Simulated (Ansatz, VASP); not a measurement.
# InSb: VASP beside Ansatz, part 2 of 2

Aim: how closely do two programs agree when they are given the same cell, functional and k mesh?

VASP 6.6.1 and Ansatz 0.2.0.

So far: Set-up; VASP: band structure, HSE06.

## (3) Ansatz: band structure, HSE06

Level of this step: Ansatz beside VASP: Kohn-Sham DFT, plane waves, HSE06 (Ansatz).

Ansatz runs on its default PAW (the set named soft_2) files.

The same cell, functional, mesh and smearing now go to Ansatz, which takes its cutoff from its data sets.

input.yaml reads:

```yaml
crystal:
  lattice:
    - [0.0, 3.2391, 3.2391]
    - [3.2391, 0.0, 3.2391]
    - [3.2391, 3.2391, 0.0]
  atoms:
    - { symbol: Sb, position: [0.75, 0.75, 0.75] }
    - { symbol: In, position: [0.0, 0.0, 0.0] }
hamiltonian:
  xc: { exchange: pbe, correlation: pbe, exx: { coeff: 0.25, omega: 0.2 } }
  pseudopotentials: { kind: paw }
kpoints:
  mp_grid: { grid: [4, 4, 4] }
  band_path:
    path:
      - [0.0, 0.0, 0.0]
      - [0.5, 0.0, 0.5]
      - [0.5, 0.22222, 0.72222]
      - [0.40278, 0.34722, 0.75]
      - [0.125, 0.125, 0.25]
      - [0.27778, 0.27778, 0.27778]
      - [0.55556, 0.38889, 0.55556]
      - [0.58333, 0.25, 0.66667]
      - [0.5, 0.30556, 0.69444]
      - [0.48611, 0.48611, 0.52778]
      - [0.625, 0.25, 0.625]
      - [0.5, 0.0, 0.5]
    npoints: 1
scf:
  occupations: { method: gaussian, width: 0.03 }
  n_extra_bands: 7
output:
  forces: true
  stress: true
  eigenvalues: true
```

Started as:

```sh
$ ansatz run input.yaml --threads 4 --pin off --max-ram 9216MiB --backend cpu --events-out ev --progress --plain --runs-dir out
```

Numbers of over 12 decimals in the logs are rounded to 6 here.

The log of the run:

```text
Warning: output.stress: scf.convergence.dr2_threshold = 1e-7 eV (the SCF's general default) is looser than the 2e-10 eV advised for a printed stress (1e-10 eV for each atom of the cell: 2). What an SCF threshold leaves in a stress goes as its square root, and in the free energy as the threshold itself, and one threshold admits the most on a small cell: [figures from the program's tests cut] Set scf.convergence.dr2_threshold to 2e-10 eV or tighter. The threshold is an SCF's pass mark: one that does not reach it within its budget of iterations ends unconverged, or closes short of it on a stop that the run arms, and scf.convergence.dr2_threshold's page says what that costs each kind of run
Warning: output.stress: scf.exx.energy_threshold = 1e-6 eV is looser than the 2e-8 eV advised for a stress under a hybrid functional (1e-8 eV for each atom of the cell: 2). Every SCF of the exchange loop can meet its threshold on dr2 while the loop round them stops early: no threshold on dr2 bounds what that leaves in the stress. Set scf.exx.energy_threshold to 2e-8 eV or tighter. The threshold is the loop's pass mark: a loop that does not reach it within its budget of cycles ends unconverged, and scf.exx.energy_threshold's page has the law
scf.n_extra_bands = 7 over 14 filled bands (N_el = 28.0): the run solves 21 bands
Engine: ansatz 0.2.0, aarch64-unknown-linux-gnu
Pseudopotentials: kind: paw
Pseudopotential: Sb, paw, valence charge 15, recommended cutoff 420 eV (normal), Sb.paw.azcp
Pseudopotential: In, paw, valence charge 13, recommended cutoff 420 eV (normal), In.paw.azcp
Functional definition: unnamed
  parameter a_1 = 0.25
  parameter omega_1 = 0.2/angstrom
  exchange = pbe_x + (-a_1)*pbe_x_sr(omega_1) + a_1*exact_x_sr(omega_1)
  correlation = pbe_c
Crystal: 2 atoms, lattice volume = 67.968 Å³
Basis set: ecut = 420 eV, 1363 PW (Γ), exchange–correlation on 64×64×64 points (8 copies of the dense FFT grid, shifted against one another)
Bands: 21, of which v1, the nominal top of the filled ones, is band 14 counted from 1 (13 counted from 0)
Symmetry: 24 space group operations
Space group: F-43m (ITA 216), of the structure as read, at distance tolerance 4.1e-5 Å
k-points: 8 of 64 (time reversal used)
Non-local potential: Sb, projectors of the file, l = 0: 2, l = 1: 2, l = 2: 2, l = 3: 2
Non-local potential: In, projectors of the file, l = 0: 2, l = 1: 2, l = 2: 2, l = 3: 2
PAW form: soft (Blöchl's): semilocal exchange-correlation on the pseudo side does not see the compensation charge
PAW frozen core: Sb, regenerated for the run's functional, and the local potential with it (the file was generated under x = pbe(κ = 0.804, μ = 0.219515), c = pbe(β = 0.066725))
PAW frozen core: In, regenerated for the run's functional, and the local potential with it (the file was generated under x = pbe(κ = 0.804, μ = 0.219515), c = pbe(β = 0.066725))
PAW one-centre angular grid: Sb, 590 points (default); XC on 64 Gauss nodes
PAW one-centre angular grid: In, 590 points (default); XC on 64 Gauss nodes
Initial density: superposition of atomic densities (neutral atoms: chi_scale 0, normalization atom), corrected by the library's trained network
Initial wavefunctions: pseudopotential atomic-orbital guess
Functional: x = pbe(κ = 0.804, μ = 0.219515), c = pbe(β = 0.066725), warm-up for x = pbe(κ = 0.804, μ = 0.219515) + 0.25 (exact − pbe) at short range (hse, ω = 0.2 Å⁻¹), c = pbe(β = 0.066725)
SCF iter   1: F=—  HF=-12082.391234 eV  |F-HF|=—  |Δ(HF+E_count)|=         —  Δρ=1.33e-3  dr2=2.04e-3  ethr=1.77e-3  ⟨swp⟩=12.6  Hψ=816  notcnv=0
preconditioner: auto → none  [insulator: Δε(μ)=0.521 eV  Ē_g=16.108 eV  σ=0.030 eV  W_gap=0.67  n_scr=14 (ndim 8)  ℏωp=19.1 eV  f_vac=0.112  D(μ)=1.61/eV (n_scr^D=14)]
iter 2 solved again at ethr=3.38e-7 eV; its pass at ethr=7.29e-6 eV (dr2=9.48e-5 eV) is discarded
SCF iter   2: F=—  HF=-12082.391546 eV  |F-HF|=—  |Δ(HF+E_count)|=   3.12e-4  Δρ=3.12e-4  dr2=9.74e-5  ethr=3.38e-7  ⟨swp⟩=3.4  Hψ=882  notcnv=0  defer=3
SCF iter   3: F=—  HF=-12082.391600 eV  |F-HF|=—  |Δ(HF+E_count)|=   5.44e-5  Δρ=1.46e-4  dr2=1.08e-5  ethr=3.38e-7  ⟨swp⟩=4.8  Hψ=389  notcnv=0  defer=1
SCF iter   4: F=—  HF=-12082.391671 eV  |F-HF|=—  |Δ(HF+E_count)|=   7.05e-5  Δρ=2.36e-5  dr2=3.44e-7  ethr=3.87e-8  ⟨swp⟩=3.4  Hψ=338  notcnv=0  defer=1
SCF iter   5: F=—  HF=-12082.391673 eV  |F-HF|=—  |Δ(HF+E_count)|=   2.65e-6  Δρ=4.83e-6  dr2=1.34e-8  ethr=1.23e-9  ⟨swp⟩=4.2  Hψ=372  notcnv=0  defer=1
SCF iter   6: F=-12082.391673 eV  HF=-12082.391673 eV  |F-HF|=8.06e-10  |Δ(HF+E_count)|=   8.34e-8  Δρ=9.40e-7  dr2=4.05e-10  ethr=4.78e-11  ⟨swp⟩=4.2  Hψ=419  notcnv=0  defer=1
SCF 1 converged in 6 iterations: F = -12082.391673 eV  dr2 = 4.05e-10
  greatest PAW one-centre occupation: 0.995 electrons in one spin orbital (limit 2), on the Sb atom at site 0 (counted from 0), in its partial waves of l = 2
Initial density: handed on by an earlier stage of this run
Initial wavefunctions: those handed on with the density
Functional: x = pbe(κ = 0.804, μ = 0.219515) + 0.25 (exact − pbe) at short range (hse, ω = 0.2 Å⁻¹), c = pbe(β = 0.066725)
Exchange kernel: α = 0.2500, screened, ω = 0.2000 Å⁻¹, Wigner–Seitz truncation, v(0) = 1120.6902 eV·Å³, q-mesh 4×4×4, nearest image of the exchange supercell L = 18.32 Å, pair-density grid 18×18×18, without the augmentation charges, whose exchange is taken in its separable form by FFT convolution over the k-point mesh (sized by the pseudopotential files, 25×25×25 at the most), smooth part of the exact exchange by density-matrix convolution
Frozen-core exchange: fock
iter 1 solved again at ethr=4.46e-5 eV; its pass at ethr=1.00e-1 eV (dr2=1.25e-2 eV) is discarded
SCF iter   1: F=—  HF=-12090.755635 eV  |F-HF|=—  |Δ(HF+E_count)|=         —  Δρ=5.71e-3  dr2=1.25e-2  ethr=4.46e-5  ⟨swp⟩=5.4  Hψ=941  notcnv=0
preconditioner: auto → none  [insulator: Δε(μ)=0.400 eV  Ē_g=18.083 eV  σ=0.030 eV  W_gap=1.00  n_scr=14 (ndim 8)  ℏωp=19.1 eV  f_vac=0.109  D(μ)=0.00/eV (n_scr^D=0)]
SCF iter   2: F=—  HF=-12090.753389 eV  |F-HF|=—  |Δ(HF+E_count)|=   2.25e-3  Δρ=2.09e-3  dr2=2.46e-3  ethr=4.05e-5  ⟨swp⟩=2.0  Hψ=329  notcnv=0
SCF iter   3: F=—  HF=-12090.753353 eV  |F-HF|=—  |Δ(HF+E_count)|=   3.64e-5  Δρ=4.03e-4  dr2=1.10e-3  ethr=4.92e-6  ⟨swp⟩=2.0  Hψ=280  notcnv=0
SCF iter   4: F=—  HF=-12090.762905 eV  |F-HF|=—  |Δ(HF+E_count)|=   9.55e-3  Δρ=7.96e-4  dr2=2.48e-4  ethr=1.69e-7  ⟨swp⟩=5.0  Hψ=593  notcnv=0
SCF iter   5: F=—  HF=-12090.762849 eV  |F-HF|=—  |Δ(HF+E_count)|=   5.58e-5  Δρ=3.71e-5  dr2=1.76e-5  ethr=1.69e-7  ⟨swp⟩=3.0  Hψ=348  notcnv=0
SCF iter   6: F=-12090.762979 eV  HF=-12090.762981 eV  |F-HF|=2.03e-6  |Δ(HF+E_count)|=   1.32e-4  Δρ=9.30e-5  dr2=4.82e-6  ethr=1.43e-9  ⟨swp⟩=5.2  Hψ=653  notcnv=0
SCF 2 stopped early in 6 iterations: F = -12090.762979 eV  dr2 = 4.82e-6
hybrid outer 1: dexx = +1.067e-2 eV, tail = 4.29e-5 eV
Exchange kernel: α = 0.2500, screened, ω = 0.2000 Å⁻¹, Wigner–Seitz truncation, v(0) = 1120.6902 eV·Å³, q-mesh 4×4×4, nearest image of the exchange supercell L = 18.32 Å, pair-density grid 18×18×18, without the augmentation charges, whose exchange is taken in its separable form by FFT convolution over the k-point mesh (sized by the pseudopotential files, 25×25×25 at the most), smooth part of the exact exchange by density-matrix convolution
Frozen-core exchange: fock
SCF iter   1: F=—  HF=-12090.762832 eV  |F-HF|=—  |Δ(HF+E_count)|=         —  Δρ=2.77e-5  dr2=1.11e-6  ethr=7.66e-7  ⟨swp⟩=4.6  Hψ=362  notcnv=0
preconditioner: auto → none  [insulator: Δε(μ)=0.557 eV  Ē_g=18.072 eV  σ=0.030 eV  W_gap=1.00  n_scr=14 (ndim 8)  ℏωp=19.1 eV  f_vac=0.107  D(μ)=0.00/eV (n_scr^D=0)]
SCF iter   2: F=—  HF=-12090.762833 eV  |F-HF|=—  |Δ(HF+E_count)|=   4.92e-7  Δρ=1.22e-5  dr2=8.19e-7  ethr=1.27e-9  ⟨swp⟩=4.1  Hψ=468  notcnv=0
SCF iter   3: F=—  HF=-12090.762849 eV  |F-HF|=—  |Δ(HF+E_count)|=   1.61e-5  Δρ=1.53e-5  dr2=3.13e-7  ethr=2.11e-10  ⟨swp⟩=4.4  Hψ=544  notcnv=0  defer=2
SCF iter   4: F=—  HF=-12090.762849 eV  |F-HF|=—  |Δ(HF+E_count)|=   1.15e-7  Δρ=8.35e-6  dr2=2.61e-8  ethr=2.11e-10  ⟨swp⟩=4.0  Hψ=378  notcnv=0
SCF iter   5: F=-12090.762849 eV  HF=-12090.762849 eV  |F-HF|=2.74e-9  |Δ(HF+E_count)|=   9.00e-9  Δρ=2.15e-6  dr2=7.00e-9  ethr=8.08e-11  ⟨swp⟩=3.1  Hψ=352  notcnv=0
SCF 3 converged in 5 iterations: F = -12090.762849 eV  dr2 = 7.00e-9
  Residual-converged pass: ⟨swp⟩=3.0  Hψ=348  notcnv=0  max |occ|·‖R‖ = 2.3e-6 eV (tolerance 2.4e-6 eV)  dr2=7.07e-9  dr2_onsite=4.34e-10  max |Δocc| = 8.0e-48
hybrid outer 2: dexx = +4.091e-7 eV, tail = 1.96e-8 eV, Δε = 3.03e-3 eV (about 1.27e-4 eV left of the loop's levels)
NSCF: frozen V_eff on 12 k-points
hybrid SCF converged: 2 outer / 11 inner (+6 warm-up), last move |dexx| = 4.09e-7 eV, tail = 1.96e-8 eV
Stability not checked: this state was not tested for a lower state beside it, because the functional holds exact exchange (a hybrid, or Hartree-Fock), whose exchange loop this test does not read (fock_operator; see scf.lower_state_search)
Free energy (F): -12090.762849 eV
Frozen-core exchange: fock
Harris-Foulkes:  -12090.762849 eV  (|F-HF|=2.74e-9)
Internal energy: -12090.762849 eV  (E = F + TS)
E sigma→0 (E₀):  -12090.762849 eV
Fermi energy:    7.330585 eV
--- Per-component energies (eV) ---
  E_band       = -313.296859
  E_kinetic    = 451.199493
  E_local      = -3202.838783  (includes V_loc(G=0)·N_el)
  E_nonlocal   = 730.225173
  E_hartree    = 1381.676485
  E_xc         = -281.435004
  E_vxc        = -156.470050  (∫ρ·V_xc dr)
  E_exx        = -73.464753  (= α·E_x^exact, valence–valence)
  E_paw        = -8741.411727  (= ΣΔE_a)
  E_vpaw       = -751.835919  (= ΣTr[D̂ρ^β])
  E_aug_tail   = 0.000025  (compensation charges beyond the density's cutoff)
  E_ewald      = -2355.252583
  E_core_change = 0.538825  (= ΣΔE_core)
  E_smearing   = -0.000000  (= −TS)
  E_closure    = 0.000000  (closes the sum)
  Σ components = -12090.762849   (vs F -12090.762849, Δ=0.00e0)
--- Forces (eV/Å), atoms counted from 1 ---
  atom   1  Sb     0.00000000    -0.00000000    -0.00000000
  atom   2  In    -0.00000000     0.00000000     0.00000000
  max |Σ_I F_I| component: 5.55e-17 eV/Å
--- Stress (GPa, compression-positive) ---
        1.645434       0.000000      -0.000000
        0.000000       1.645434       0.000000
       -0.000000       0.000000       1.645434
  P = ⅓ Tr σ = 1.6454 GPa (16.454 kbar)
--- Band table (eV; the first three rows and the last of 8) ---
  k-point 0: bands = [... 10 lower, -4.7196, 7.0513, 7.0513, 7.0513, 7.6080, 10.6700, 10.6700, 10.6700, ... 3 higher]
  k-point 1: bands = [... 10 lower, -4.1196, 3.2381, 6.4127, 6.4127, 8.5745, 11.4574, 11.4574, 12.5951, ... 3 higher]
  k-point 2: bands = [... 10 lower, -3.1883, 0.9509, 5.9605, 5.9605, 8.2213, 11.5581, 11.5581, 13.9029, ... 3 higher]
  k-point 7: bands = [... 10 lower, -2.4566, 0.7646, 3.9546, 4.1098, 11.3765, 11.6825, 12.0964, 12.6976, ... 3 higher]
```

It took 22 s on 4 threads of Arm Neoverse V2, shared host; peak memory 0.88 GiB.

## (4) Differences

Known differences besides the PAW data sets themselves: exact exchange at q = 0 is treated differently, which shows on coarse meshes; VASP keeps PBE cores, Ansatz makes them for the functional; the data sets hold 28 valence electrons in Ansatz (default PAW (the set named soft_2) files) and 18 in VASP; the cutoff is 420 eV in Ansatz and 350 eV in VASP; VASP takes a coarser grid for exact exchange (PRECFOCK = Fast). Total energies have different zeros and are not compared.

Both answers:

```csv
quantity,Ansatz,VASP,difference
gap over the path points (eV),0.557,0.581,-0.024
```

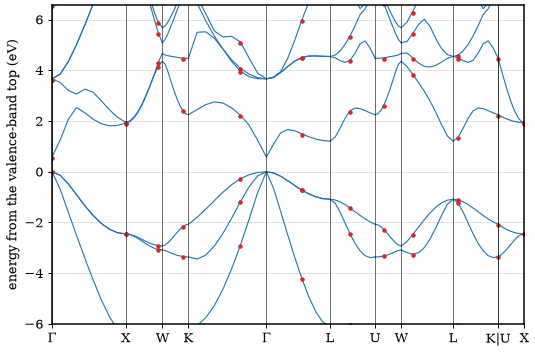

Bands from VASP (lines) and levels from Ansatz (dots). Dots without a line are higher empty bands that the VASP plot leaves out.

Levels at points of the path, from each program's valence-band top (eV; 3 filled, then empty):

```csv
k (reciprocal lattice),Ansatz,VASP
0.000 0.000 0.000,0.00 0.00 0.00 0.56 3.62 3.62,0.00 0.00 0.00 0.58 3.66 3.66
0.500 0.000 0.500,-6.42 -2.46 -2.46 1.88 1.91 9.29,-6.40 -2.45 -2.45 1.93 1.95 9.31
0.500 0.222 0.722,-6.29 -3.08 -2.93 4.15 4.28 5.43,-6.27 -3.06 -2.91 4.18 4.31 5.46
0.403 0.347 0.750,-6.26 -3.36 -2.18 2.38 4.45 6.91,-6.24 -3.34 -2.17 2.42 4.48 6.94
0.125 0.125 0.250,-2.91 -1.20 -0.28 2.21 3.93 4.04,-2.90 -1.19 -0.28 2.23 3.97 4.08
0.278 0.278 0.278,-4.22 -0.73 -0.73 1.46 4.47 4.47,-4.20 -0.72 -0.72 1.50 4.50 4.50
0.556 0.389 0.556,-6.05 -2.47 -1.44 2.37 4.36 5.33,-6.03 -2.45 -1.43 2.40 4.39 5.36
0.583 0.250 0.667,-6.26 -3.33 -2.29 2.58 4.46 6.61,-6.24 -3.32 -2.27 2.63 4.50 6.64
0.500 0.306 0.694,-6.19 -3.27 -2.49 3.81 4.45 5.41,-6.17 -3.25 -2.48 3.84 4.49 5.44
0.486 0.486 0.528,-6.09 -1.24 -1.12 1.33 4.45 4.56,-6.07 -1.24 -1.11 1.36 4.49 4.60
```

Among the levels compared (up to four filled and three empty ones at each point), filled levels agree within 21 meV and empty ones within 48 meV.

## (5) What came out

| Quantity | Value |
| --- | --- |
| difference in gap over the path points (band structure, HSE06) | -0.024 eV |

In words: The difference in gap over the path points is -0.024 eV (band structure, HSE06), within the 0.08 eV picked in this series as the mark of a large difference. Differences of this kind measure data sets and numerical settings, not the functional's error against experiment.

[Lines on the potential files, build, host, timing and source positions are cut from VASP's logs without a mark.]

[Logs are printed without paths, hosts, clocks, repeated set-up lines and the standing remarks that a program may print on its own settings, such as how far it seeks lower states.]

[Hosts, paths, dates, database ids (printed as entryN), source tags and the programs' standing remarks are cut or masked in the printed files.]
